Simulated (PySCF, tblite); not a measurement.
# C₆H₁₀FO radical: geometry, infrared bands and EPR parameters

Aim: predict the infrared bands and EPR parameters of C₆H₁₀FO radical (`F[C@H]1C[CH]CCOC1`).

Computed with tblite 0.8.0 and PySCF 2.14.0, with density-fitted response routines of our own, on a single molecule in the gas phase. Atoms are numbered from 0 throughout.

**1. The molecule as given**

18 atoms, charge 0, multiplicity 2; geometry from: force field or distance geometry start.

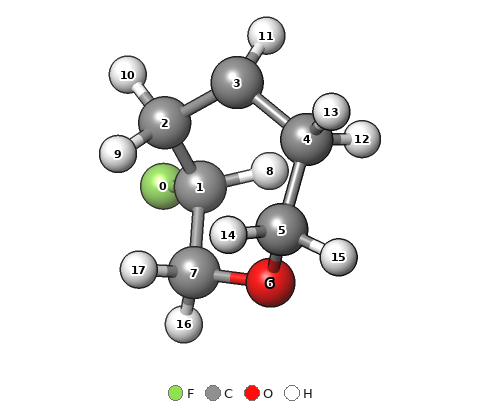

The starting geometry (fluorine green, carbon grey, oxygen red, hydrogen white), atoms numbered; sticks join atoms by distance.

**2. Relaxing the molecule with GFN2-xTB**

The job: settings as JSON, then the geometry in Å.

```
{"job": {"kind": "relax", "xc": "GFN2-xTB", "basis": "xTB"}, "charge": 0, "multiplicity": 2}
F     -2.066900     0.569600     1.692900
C     -1.004800     0.327400     0.887300
C     -1.251400    -0.688100    -0.195700
C     -0.077900    -1.583400    -0.259400
C      1.257300    -0.952800    -0.178200
C      1.360400     0.447500    -0.698600
O      0.881900     1.430700     0.149500
C     -0.485100     1.559800     0.161700
H     -0.173000    -0.084100     1.514100
H     -1.464900    -0.179000    -1.169600
H     -2.183800    -1.250300     0.088200
H     -0.170700    -2.283000     0.629000
H      1.685700    -1.013300     0.844500
H      1.944300    -1.565700    -0.832800
H      0.992000     0.573000    -1.741400
H      2.463600     0.655400    -0.757300
H     -0.795300     2.475000     0.715800
H     -0.920200     1.567700    -0.861700
```

Run with:

```
> OMP_NUM_THREADS=1 python probes_run.py task.json out
```

This one command runs all jobs of the session in turn.

Log:

```text
step      E/eV     max force
  0    -724.77018    2.799
  1    -725.08942    1.074
  2    -725.17884    0.963
  3    -725.28621    0.769
  4    -725.34917    0.531
  5    -725.38886    0.461
  6    -725.42943    0.490
  7    -725.47468    0.590
  8    -725.52112    0.627
  9    -725.56303    0.519
 10    -725.59985    0.473
 11    -725.63698    0.413
 12    -725.67579    0.429
 13    -725.70604    0.362
 14    -725.72466    0.295
 15    -725.74041    0.253
 16    -725.75505    0.298
 17    -725.76635    0.254
 18    -725.77398    0.368
 19    -725.78096    0.285
 20    -725.78788    0.215
 21    -725.79816    0.149
 22    -725.80095    0.153
 23    -725.80424    0.124
 24    -725.80621    0.094
 25    -725.80845    0.100
 26    -725.80985    0.083
 27    -725.81104    0.074
 28    -725.81213    0.077
 29    -725.81307    0.072
 30    -725.81366    0.053
 31    -725.81403    0.040
 32    -725.81434    0.050
 33    -725.81461    0.053
 34    -725.81481    0.032
 35    -725.81494    0.027
 36    -725.81504    0.025
 37    -725.81513    0.020
 38    -725.81519    0.017
 39    -725.81524    0.017
 40    -725.81530    0.020
 41    -725.81536    0.021
 42    -725.81542    0.018
 43    -725.81546    0.014
 44    -725.81549    0.012
 45    -725.81553    0.013
 46    -725.81557    0.016
 47    -725.81561    0.017
 48    -725.81565    0.016
 49    -725.81568    0.016
 50    -725.81572    0.015
 51    -725.81577    0.018
 52    -725.81582    0.018
 53    -725.81587    0.015
 54    -725.81592    0.017
 55    -725.81596    0.019
 56    -725.81601    0.021
 57    -725.81609    0.025
 58    -725.81620    0.027
 59    -725.81637    0.031
 60    -725.81665    0.039
 61    -725.81709    0.052
 62    -725.81771    0.067
 63    -725.81851    0.082
 64    -725.81939    0.099
 65    -725.82035    0.114
 66    -725.82142    0.088
 67    -725.81195    0.695
 68    -725.82275    0.071
 69    -725.82340    0.065
 70    -725.82345    0.335
 71    -725.82547    0.057
 72    -725.82620    0.082
 73    -725.82502    0.511
 74    -725.82836    0.078
 75    -725.82928    0.080
 76    -725.83057    0.283
 77    -725.83162    0.075
 78    -725.83214    0.074
 79    -725.83321    0.130
 80    -725.83366    0.030
 81    -725.83387    0.031
 82    -725.83406    0.032
 83    -725.83419    0.029
 84    -725.83435    0.031
 85    -725.83451    0.031
 86    -725.83471    0.030
 87    -725.83490    0.046
 88    -725.83509    0.044
 89    -725.83529    0.041
 90    -725.83558    0.041
 91    -725.83608    0.047
 92    -725.83688    0.057
 93    -725.83771    0.068
 94    -725.83724    0.297
 95    -725.83940    0.083
 96    -725.84028    0.059
 97    -725.84191    0.068
 98    -725.84279    0.060
 99    -725.84270    0.152
100    -725.84380    0.066
101    -725.84415    0.057
102    -725.84470    0.041
103    -725.84491    0.040
104    -725.84534    0.046
105    -725.84567    0.043
106    -725.84583    0.031
107    -725.84595    0.032
108    -725.84606    0.026
109    -725.84614    0.022
110    -725.84622    0.020
111    -725.84628    0.016
112    -725.84632    0.013
113    -725.84634    0.011
114    -725.84636    0.008
```

Run time: 0.67 s. Hardware: 1 thread of Arm Neoverse V1, shared host.

Along the way: (not every step is listed)

| step | energy from step 0 (eV) | largest force (eV/Å) |
| --- | --- | --- |
| 0 | 0.0000 | 2.7993 |
| 1 | -0.3192 | 1.0736 |
| 2 | -0.4087 | 0.9634 |
| 3 | -0.5160 | 0.7694 |
| 4 | -0.5790 | 0.5312 |
| 5 | -0.6187 | 0.4608 |
| 6 | -0.6593 | 0.4900 |
| 7 | -0.7045 | 0.5897 |
| 8 | -0.7509 | 0.6275 |
| 18 | -1.0038 | 0.3677 |
| 28 | -1.0420 | 0.0774 |
| 38 | -1.0450 | 0.0170 |
| 48 | -1.0455 | 0.0163 |
| 58 | -1.0460 | 0.0273 |
| 68 | -1.0526 | 0.0715 |
| 78 | -1.0620 | 0.0737 |
| 88 | -1.0649 | 0.0440 |
| 98 | -1.0726 | 0.0597 |
| 108 | -1.0759 | 0.0260 |
| 109 | -1.0760 | 0.0220 |
| 110 | -1.0760 | 0.0201 |
| 111 | -1.0761 | 0.0155 |
| 112 | -1.0761 | 0.0133 |
| 113 | -1.0762 | 0.0112 |
| 114 | -1.0762 | 0.0077 |

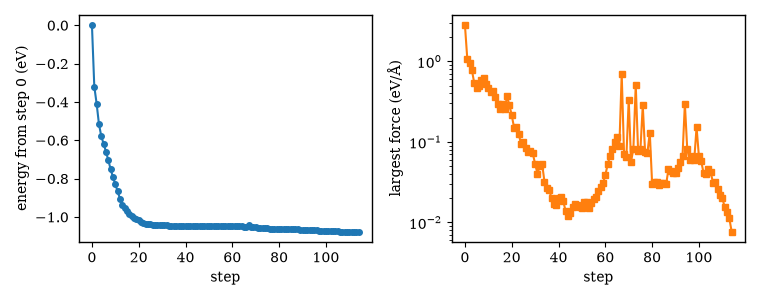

Energy and force, step by step.

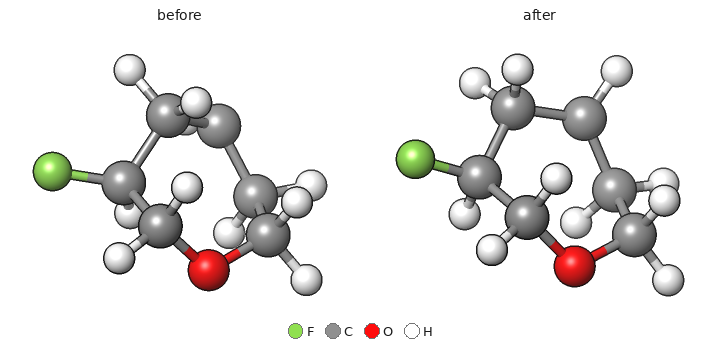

The geometry before (left) and after (right).

Close pairs (by a distance rule), those that changed most:

| bond | before (Å) | after (Å) | change (Å) |
| --- | --- | --- | --- |
| C3–H11 | 1.135 | 1.076 | -0.059 |
| C4–C5 | 1.497 | 1.553 | +0.056 |
| C4–H13 | 1.130 | 1.090 | -0.039 |
| C5–H15 | 1.124 | 1.092 | -0.032 |
| O6–C7 | 1.373 | 1.404 | +0.031 |
| F0–C1 | 1.355 | 1.386 | +0.031 |
| C2–H10 | 1.125 | 1.101 | -0.024 |
| C1–H8 | 1.120 | 1.097 | -0.023 |

The next job starts from the end point, and lists it.

**3. Vibrational analysis with GFN2-xTB**

The job: settings as JSON, then the geometry in Å.

```
{"job": {"kind": "ir", "xc": "GFN2-xTB", "basis": "xTB"}, "charge": 0, "multiplicity": 2}
F     -2.292231     0.910530     1.371700
C     -1.065355     0.441433     0.930674
C     -1.305594    -0.866370     0.182000
C     -0.081464    -1.446678    -0.417017
C      1.279524    -0.961198    -0.116824
C      1.558666     0.461559    -0.673932
O      0.987157     1.492919     0.091008
C     -0.415903     1.538365     0.072716
H     -0.461811     0.288641     1.833960
H     -2.055967    -0.678918    -0.597990
H     -1.774117    -1.580604     0.877044
H     -0.213169    -2.216075    -1.157434
H      1.455398    -0.908271     0.963493
H      2.015070    -1.637616    -0.553287
H      1.210704     0.518358    -1.715831
H      2.632972     0.657056    -0.644377
H     -0.685738     2.508435     0.500130
H     -0.796901     1.484751    -0.957690
```

Log:

```text
mode    cm-1     km/mol
  1      60.1      0.97
  2     136.5      1.51
  3     220.0      2.77
  4     306.2     12.84
  5     320.4      3.39
  6     339.1     14.75
  7     383.1      2.76
  8     408.0     18.32
  9     451.9      5.98
 10     549.6     12.79
 11     554.9      4.90
 12     839.3      2.02
 13     853.6      4.77
 14     899.9      1.72
 15     928.2      7.05
 16     968.3     17.36
 17     995.7     33.31
 18    1009.6     33.55
 19    1037.7     23.60
 20    1056.0     47.79
 21    1100.7      8.16
 22    1114.9     45.98
 23    1142.7      3.25
 24    1181.4      2.79
 25    1198.9      1.77
 26    1221.5     25.99
 27    1265.1     13.10
 28    1268.8      4.19
 29    1275.9     14.98
 30    1295.9      2.48
 31    1318.9     17.21
 32    1331.8     17.47
 33    1345.7     10.21
 34    1350.6     14.15
 35    1447.9      1.40
 36    1454.5      1.73
 37    1458.2      4.62
 38    1463.7      4.10
 39    2839.5     22.47
 40    2868.9     49.89
 41    2877.3     41.01
 42    2903.5     15.89
 43    2916.4      8.41
 44    2924.9     80.18
 45    2969.5     16.93
 46    2970.6     24.60
 47    2995.9     40.43
 48    3115.9     37.89
```

It took 0.53 s on 1 thread of Arm Neoverse V1, shared host.

Which atoms move in the most intense modes:

| cm⁻¹ | km/mol | atoms |
| --- | --- | --- |
| 1010 | 33.5 | C1 19 %, C5 13 %, H9 11 % |
| 1056 | 47.8 | C1 26 %, F0 11 % |
| 1115 | 46.0 | O6 30 %, C7 19 %, C5 16 % |
| 2869 | 49.9 | H14 92 % |
| 2877 | 41.0 | H17 92 % |
| 2925 | 80.2 | H8 70 %, H12 16 % |
| 2996 | 40.4 | H13 91 % |
| 3116 | 37.9 | H11 92 % |

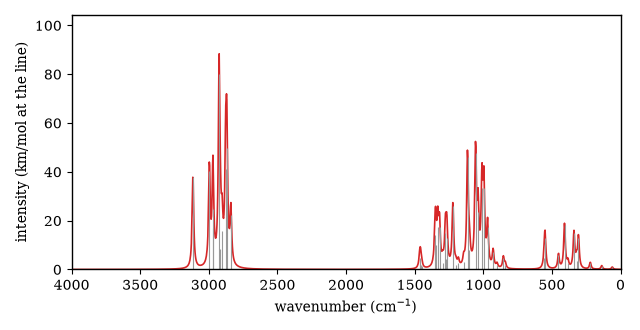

The infrared spectrum from these modes, unscaled. Lines are broadened to a width of 14 cm⁻¹ (Lorentzian).

**4. EPR parameters: B3LYP/pcH-1**

The job, as its differences from that of step 3:

```diff
@@ -1,2 +1,2 @@
-{"job": {"kind": "ir", "xc": "GFN2-xTB", "basis": "xTB"}, "charge": 0, "multiplicity": 2}
+{"job": {"kind": "epr", "basis": "pcH-1"}, "charge": 0, "multiplicity": 2}
 F     -2.292231     0.910530     1.371700
```

Method: UKS B3LYP, pcH-1 on C F H O, non-relativistic, mean-field spin-orbit, GIAO.

Log:

```text
UKS, coarse grid
  cycle   1  E = -409.57517062  |g| = 5.43e-01
  cycle   2  E = -409.46082195  |g| = 8.14e-01
  cycle   3  E = -409.67706106  |g| = 8.12e-02
  cycle   4  E = -409.67911275  |g| = 4.09e-02
  cycle   5  E = -409.67981820  |g| = 7.78e-03
  cycle   6  E = -409.67984023  |g| = 3.52e-03
  cycle   7  E = -409.67984471  |g| = 1.38e-03
  cycle   8  E = -409.67984595  |g| = 3.72e-04
UKS, final grid
  cycle   1  E = -409.67987555  |g| = 3.81e-04
  cycle   2  E = -409.67987551  |g| = 5.17e-04
  cycle   3  E = -409.67987561  |g| = 5.42e-05
  cycle   4  E = -409.67987561  |g| = 2.33e-05
E = -409.67987561 Eh   <S^2> = 0.7539 (exact 0.7500)
g shifts (ppm)      1          2          3
  rmc          -144       -144       -144
  gc             -4         29         31
  oz_so           3        469        776
  total        -144        354        663
hyperfine (MHz)  atom isotope    a_iso     a_fc   dipolar eigenvalues
    0   19F      -0.70      -0.70     -4.58     -3.28      7.86
    1   13C      10.71      10.71     -1.02     -0.86      1.87
    2   13C     -33.01     -33.01     -2.48      0.79      1.70
    3   13C      90.48      90.48    -80.87    -80.04    160.91
    4   13C     -33.52     -33.52     -2.13      0.12      2.00
    5   13C      80.80      80.80     -6.56     -5.91     12.48
    6   17O      -1.72      -1.72     -1.17      0.34      0.83
    7   13C       0.03       0.03     -0.77     -0.24      1.01
    8    1H      -0.03      -0.03     -2.48     -2.29      4.77
    9    1H      79.72      79.72     -4.82     -4.12      8.94
   10    1H     133.54     133.54     -5.71     -3.27      8.98
   11    1H     -63.32     -63.32    -38.61     -0.02     38.62
   12    1H      79.52      79.52     -4.76     -4.10      8.86
   13    1H       8.11       8.11     -5.25     -3.90      9.15
   14    1H      -4.17      -4.17     -6.27     -1.64      7.91
   15    1H      11.57      11.57     -3.44     -2.00      5.44
   16    1H       0.37       0.37     -1.12     -1.02      2.14
   17    1H       0.10       0.10     -2.64     -2.33      4.97
```

It took 77 s on 1 thread of Arm Neoverse V1, shared host; peak memory 0.96 GiB.

Principal g values 2.00217, 2.00267, 2.00298; g(iso) = 2.00261, against 2.00232 for a free electron.

Hyperfine couplings, nucleus by nucleus at this fixed geometry (no averaging over rotations):

| nuclei | isotope | a(iso) (MHz) | a(iso) (G, at g = 2.0023) | largest dipolar term (MHz) |
| --- | --- | --- | --- | --- |
| H10 | 1H | 133.5 | 47.6 | 9.0 |
| C3 | 13C | 90.5 | 32.3 | 160.9 |
| C5 | 13C | 80.8 | 28.8 | 12.5 |
| H9 | 1H | 79.7 | 28.4 | 8.9 |
| H12 | 1H | 79.5 | 28.4 | 8.9 |
| H11 | 1H | -63.3 | -22.6 | 38.6 |
| C4 | 13C | -33.5 | -12.0 | -2.1 |
| C2 | 13C | -33.0 | -11.8 | -2.5 |
| H15 | 1H | 11.6 | 4.1 | 5.4 |
| C1 | 13C | 10.7 | 3.8 | 1.9 |
| H13 | 1H | 8.1 | 2.9 | 9.1 |
| H14 | 1H | -4.2 | -1.5 | 7.9 |
| O6 | 17O | -1.7 | -0.6 | -1.2 |
| F0 | 19F | -0.7 | -0.3 | 7.9 |

Mulliken spin populations:

F0 0.00; C1 0.01; C2 -0.09; C3 1.03; C4 -0.09; C5 0.05; O6 0.00; C7 0.00; H8 0.00; H9 0.03; H10 0.05; H11 -0.05; H12 0.04; H13 0.00; H14 0.00; H15 0.01; H16 0.00; H17 0.00

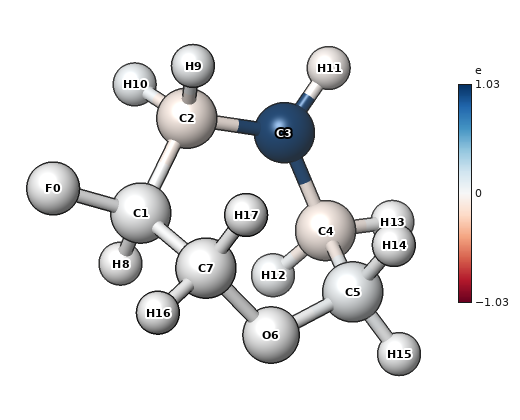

Mulliken spin populations, as colours on the atoms.

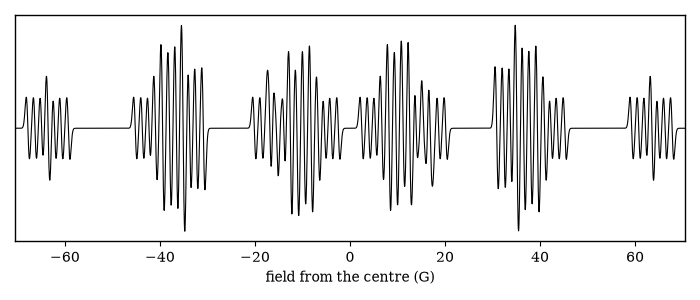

First-order isotropic spectrum (first derivative, main isotopes with spin only, couplings over 0.8 MHz, Gaussian width 0.3 G; couplings of the frozen geometry, rotation of groups not averaged beyond the rows shown).

The fields below are evaluated on a grid from the run's orbitals.

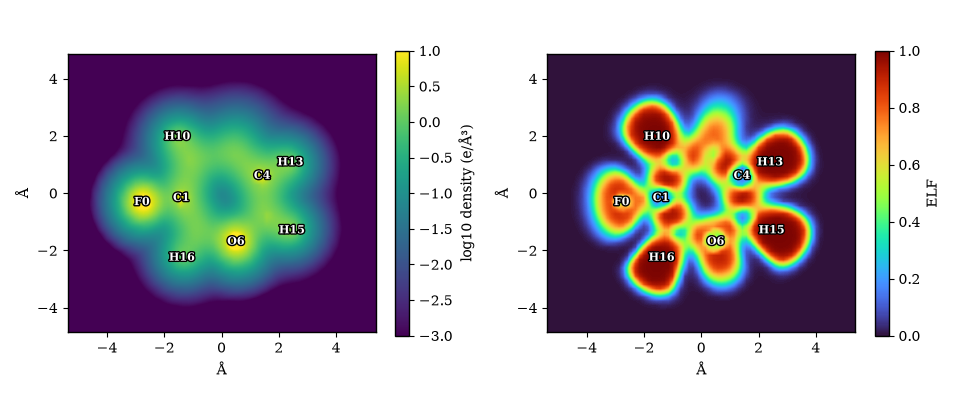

Density (left) and ELF (right) in a plane through or near 8 of the atoms.

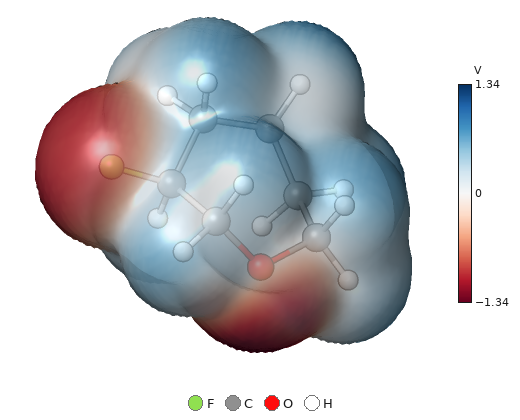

Electrostatic potential on the surface of density 0.002 e/bohr³; red is low, blue high. It runs from -1.34 V near O6 to 0.83 V near H13.

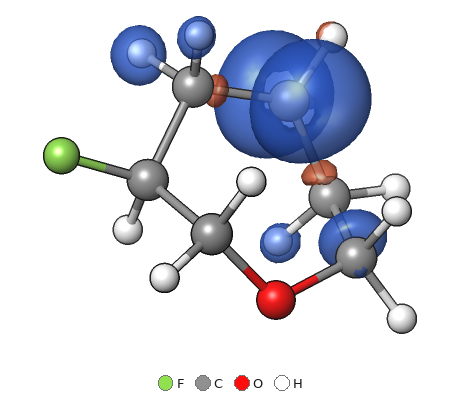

Spin density at ±0.04 e/Å³ (alpha excess blue, beta excess red).

**5. Outcome**

```
                                                                  quantity                 value
                                 strongest single infrared mode (GFN2-xTB)  2925 cm⁻¹, 80 km/mol
                                              zero-point energy (GFN2-xTB)         92.8 kcal/mol
                                                            g(iso) (B3LYP)               2.00261
                                                                      ⟨S²⟩    0.754 (exact 0.75)
                                                            largest a(iso)  1H on H10, 133.5 MHz
potential on the surface of density 0.002 e/bohr³, 1st and 99th percentile    -1.34 V and 0.83 V
```

Relaxing lowered the energy by 1.076 eV in 114 steps; the close pair that moved most is C3–H11, from 1.135 to 1.076 Å. No mode is imaginary among the 48: a minimum at this level. The strongest single mode, at 2925 cm⁻¹, moves mainly H8. Unscaled tight-binding wavenumbers are off by several per cent, some by more. Its intensities can rank the bands wrongly. C3 carries the largest spin population, 1.03 e. The isotropic g lies 0.3 ppt above the free-electron value.
